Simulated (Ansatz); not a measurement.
**F₂H₂OSSi: density, localisation and related maps**

The calculation's input:

```
crystal:
  periodic: [false, false, false]
  atoms:
    - { symbol: Si, position_ang: [-0.24291, 0.129271, 0.526605] }
    - { symbol: S, position_ang: [1.387414, -0.981312, -0.307052] }
    - { symbol: O, position_ang: [-1.345298, 0.187718, -0.657499] }
    - { symbol: H, position_ang: [-0.997236, -0.371324, -1.359641] }
    - { symbol: F, position_ang: [0.160738, 1.587772, 1.009015] }
    - { symbol: F, position_ang: [-0.775233, -0.625147, 1.817335] }
    - { symbol: H, position_ang: [1.812525, 0.072921, -1.028765] }
magnetization:
  spin_polarized: true
basis:
  gaussian: { orbitals: def2-SVP }
hamiltonian:
  xc: { name: BHLYP }
relax:
  f_tol: 0.03
  max_steps: 50
output:
  orbitals: {}
```

Launched as:

```sh
ansatz run input.yaml --threads 2 --pin off --max-ram 3072MiB --backend cpu --events-out ev --progress --plain --runs-dir out
```

The fields are those of the relaxed geometry.

Computed with UKS BHLYP/def2-SVP in Ansatz 0.2.0.

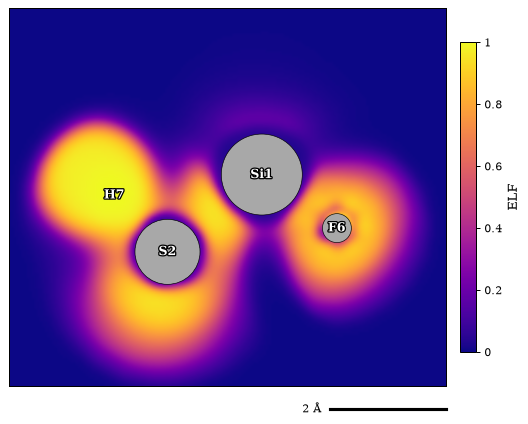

Figure 1. Electron localisation function on the plane of atoms S2, Si1 and F6. Grey discs cover the atomic cores.

Q: Describe what can be read from this map.

A:
- The plane passes through Si, S, F and H nuclei.
- Si–F (1.59 Å): the ELF peaks at about 0.85 in the valence shell of F, 0.6 Å from its nucleus, and is about 0.50 at the midpoint.
- Si–S (2.11 Å): the ELF peaks at about 0.95 between the atoms: a shared electron pair.
- S–H (1.34 Å): the ELF climbs to about 1 towards the hydrogen, as it does in any bond to H.
- The ELF also peaks beside S2 and F6, away from the bonds: lone-pair regions.

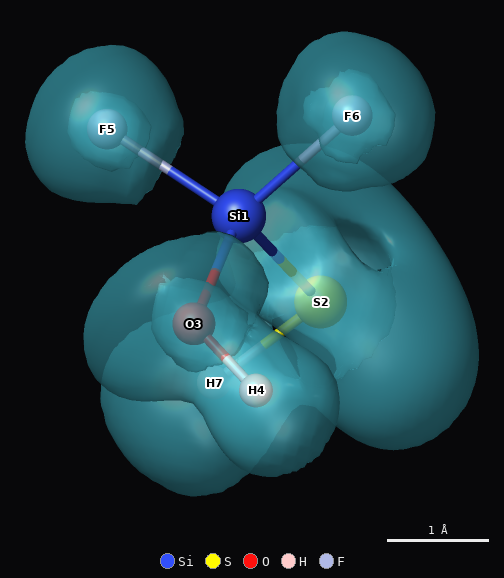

Figure 2. Isosurface of the ELF at 0.75 (cyan), seen at an oblique angle. Only the valence region is drawn (cores and ρ < 0.01 e/Å³ removed).

Q: What do the ELF domains correspond to?

A: The ELF exceeds this value in two regions wrapped around F (its lone pairs, merged into a ring or cap), one joined region spread over several atoms (H, O), in which their bonds and any lone pairs are merged and one joined region spread over several atoms (H, S), in which their bonds and any lone pairs are merged. Along the contacts the grid gives the following. Si–O (1.62 Å): the ELF peaks at about 0.90 between the atoms (a shared but strongly polarised pair).

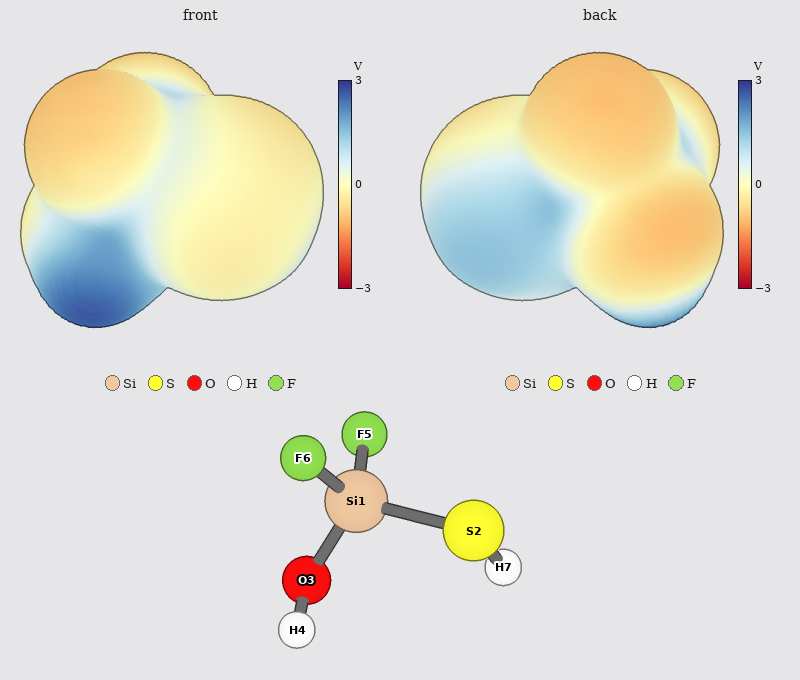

Figure 3. The molecular electrostatic potential painted on the density surface at 0.001 e/bohr³, seen from the front and from behind; the colour scale runs from red (negative) to blue (positive). The bare structure is drawn below in the same view.

Q: Where is the surface potential most negative and most positive?

A: The most negative region (about −1.0 V) lies over O3 and F5, the most positive (about +2.6 V) over H4.
